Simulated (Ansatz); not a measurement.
# TiO2 (anatase): energy over volume and axial ratio

TiO2 (anatase)

```xyz
6
Lattice="-1.8890 1.8890 4.7943 1.8890 -1.8890 4.7943 1.8890 1.8890 -4.7943" Properties=species:S:1:pos:R:3 pbc="T T T"
Ti     0.0000     0.0000     4.7943
Ti     1.8890     0.0000     2.3972
O      0.0000     0.0000     2.8074
O      1.8890     0.0000     0.4102
O      1.8890     0.0000     4.3841
O      0.0000     0.0000     6.7813
```

Grid over V/V₀ and (c/a)/(c/a)₀, subscript 0 meaning the relaxed cell; the conventional c axis lies along z; no internal relaxation.

All values below come from r2SCAN (plane waves to 500 eV, PAW, scalar-relativistic; Ansatz, a quantum-chemistry and plane-wave program). k mesh 12×12×12 (Γ-centred), Fermi-Dirac smearing 0.05 eV. E stands for the smeared free energy. Compression counts positive. As the atoms are clamped, bonds stretch with the cell, which overstates energies and stresses. The PAW data are Ansatz's earlier set. TiO2 is run without spin polarisation. TiO2 was relaxed with its symmetry unable to fall. ΔE is measured from the relaxed starting cell.

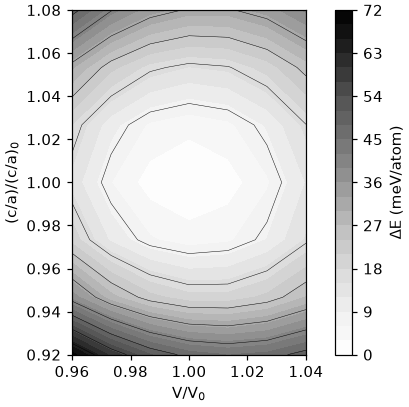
Figure. ΔE (meV/atom) over the 7×7 grid of computed points.

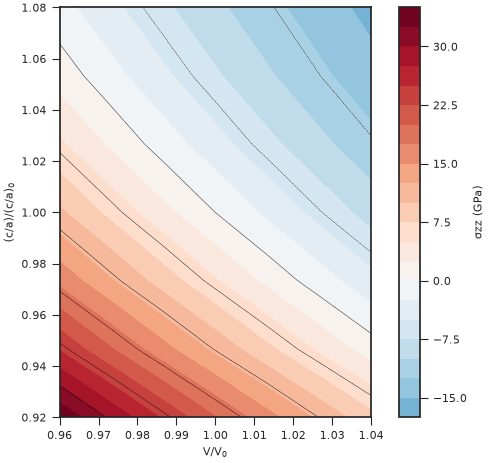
Figure: σzz (GPa) over the 7×7 grid of computed points.

The modulus against c/a change at fixed volume, (3/4V)·∂²E/∂(ln c/a)² (fit, atoms clamped) comes out as 124 GPa, an upper bound as the atoms could relax. Highest place on the grid: V/V₀ = 0.960, (c/a)/(c/a)₀ = 0.920 (70.4 meV/atom). Lowest place on the grid: V/V₀ = 1.000, (c/a)/(c/a)₀ = 1.000 (0.0 meV/atom).

Near the relaxed cell σzz − σxx = −2Cδ (compression positive), C being this modulus and δ the logarithm of the ratio.

(A scan under strain: stresses follow from slopes of the energy per volume, elastic moduli from its curvatures.)
